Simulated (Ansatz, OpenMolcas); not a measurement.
# How methods differ on CH2F3Si (SMILES [CH2][Si](F)(F)F)

CH2F3Si has 7 atoms, charge 0, and is taken as a doublet. SMILES: `[CH2][Si](F)(F)F`. The coordinates come from a PBE0-D4/def2-TZVP relaxation.

```xyz
7

C    -0.6918    0.4017    0.7635
Si    0.4429   -0.2609   -0.4835
F     0.0094    0.1785   -1.9342
F     0.4954   -1.8380   -0.4811
F     1.9169    0.2413   -0.2366
H    -1.7311    0.6162    0.5422
H    -0.3804    0.5931    1.7841
```

Quantity: the energy change with the C1–H7 bond stretched from 1.084 to 1.409 Å, in eV. The values are calculated.

```
             level                    kind     program  value (eV)
      UHF/def2-SVP            Hartree–Fock      Ansatz        1.17
 U-r2SCAN/def2-SVP                meta-GGA      Ansatz        1.01
  UM06-2X/def2-SVP         hybrid meta-GGA  OpenMolcas        1.05
U-wB97M-V/def2-SVP  range-separated hybrid      Ansatz        1.03
   UHSE06/def2-SVP  range-separated hybrid      Ansatz        1.03
  UB2PLYP/def2-SVP           double hybrid      Ansatz        1.04
     UMP2/def2-SVP     perturbation theory      Ansatz        1.10
    UCCSD/def2-SVP   coupled cluster or CI      Ansatz        1.03
```

The first shape isn't each level's own minimum. The values span 1.01 to 1.17 eV.

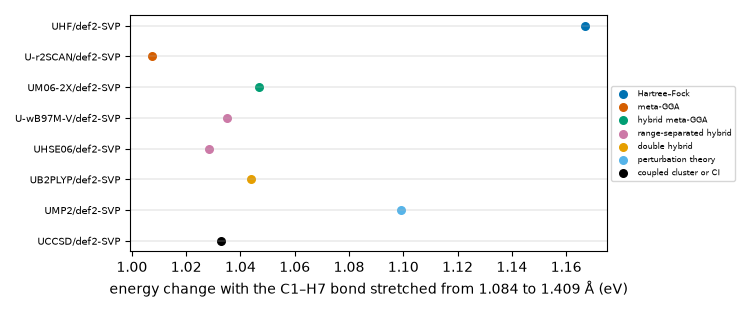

The values of the table, level by level.
